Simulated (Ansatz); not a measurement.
**CHClFSi2 (SMILES F[Si](Cl)[CH][Si]) (doublet): density, localisation and related maps**

```yaml
atoms:
  - { symbol: C, position_ang: [-0.2364, 0.2075, -1.8365] }
  - { symbol: Cl, position_ang: [2.3747, 1.0640, -2.9797] }
  - { symbol: F, position_ang: [1.6903, 1.5955, -0.0737] }
  - { symbol: Si, position_ang: [0.8540, 1.5887, -1.4720] }
  - { symbol: Si, position_ang: [0.4570, -0.6542, -3.2010] }
  - { symbol: H, position_ang: [-1.1921, 0.0033, -1.3401] }
```

Geometry: r2SCAN-D4/def2-SVP.

Level of theory: Ansatz, isolated molecule in a Gaussian basis; Kohn-Sham density functional theory, functional PBE0.

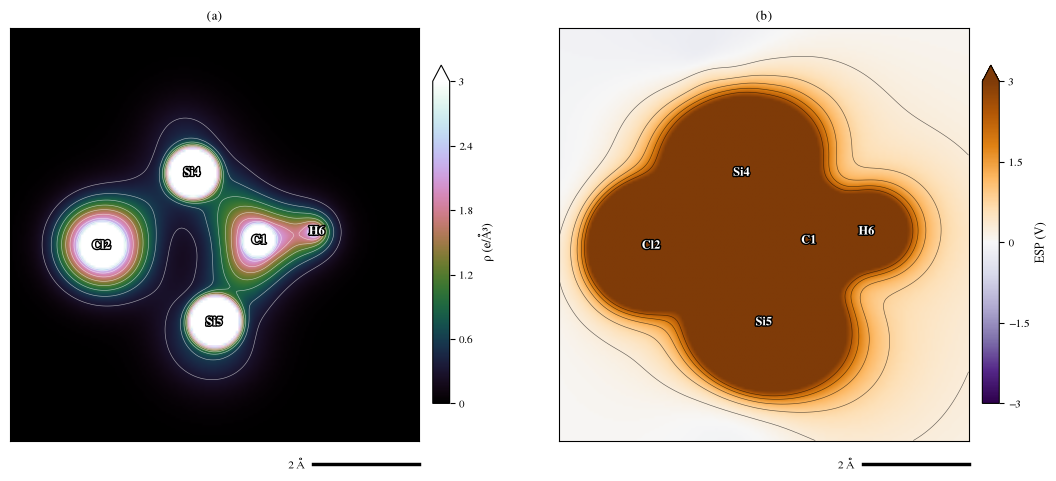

Figure 1. (a) total electron density; (b) molecular electrostatic potential on the plane of atoms Si5, C1 and H6.

**Describe what can be read from this map.**

Atoms in the plane: C, Cl, Si and H.
C–Si (1.76 Å): the density is about 1.1 e/Å³ at the midpoint.
Si–Cl (2.20 Å): the density is about 0.68 e/Å³ at the midpoint, with its minimum of 0.51 e/Å³ about 0.8 Å from Si.
C–H (1.10 Å): ρ is about 1.9 e/Å³ halfway.
C–Si (1.80 Å): ρ is about 1 e/Å³ halfway.
The potential has no marked negative region in this plane.

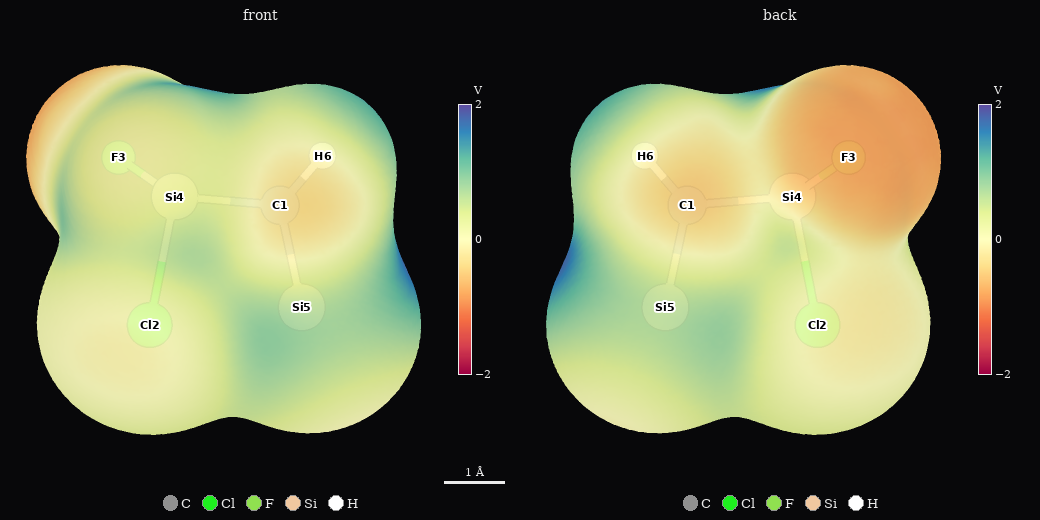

Figure 2. The electrostatic potential painted on the density surface at 0.002 e/bohr³, seen from the front and from behind; red is negative and blue positive.

**Where is the surface potential most negative and most positive?**

The most negative region (about −0.9 V) lies over F3, the most positive (about +1.7 V) over Si5.

**How polar is the molecule by this calculation?**

Its dipole moment is 1.70 D.

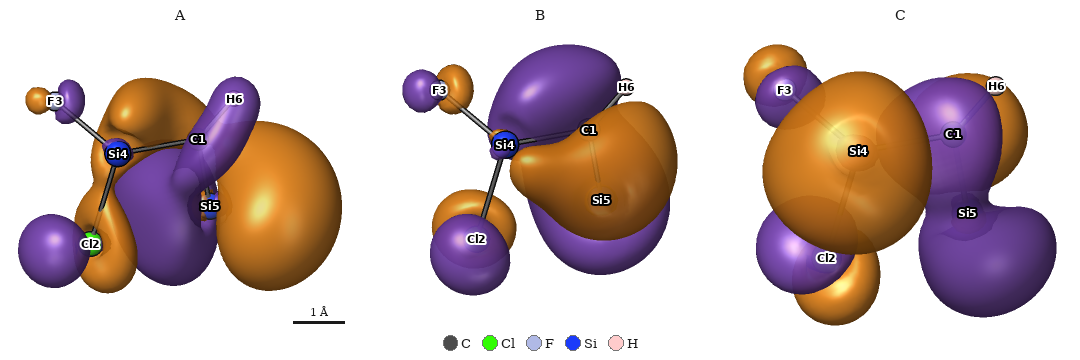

Figure 3. Three frontier orbitals at ±0.08 Å⁻³ᐟ² (orange and purple are the two phases), in no order.

**Order the three orbitals by energy and name them. All are α orbitals.**

B is the HOMO−1 (α) (−7.43 eV). It lies mainly on C1 (about 40 %), Si5 (about 35 %), Si4 (about 10 %) and Cl2 (about 5 %). C is the HOMO (α) (−6.38 eV). Its weight (Hirshfeld) is mainly on Si4 (about 45 %), Si5 (about 20 %), C1 (about 20 %) and Cl2 (about 10 %). A is the LUMO (α) (−1.90 eV). By Hirshfeld shares it lies mainly on Si5 (about 70 %), Cl2 (about 10 %), C1 (about 10 %) and Si4 (about 5 %).

**What is the gap between the highest occupied and lowest empty α orbitals?**

4.48 eV between the orbital energies.
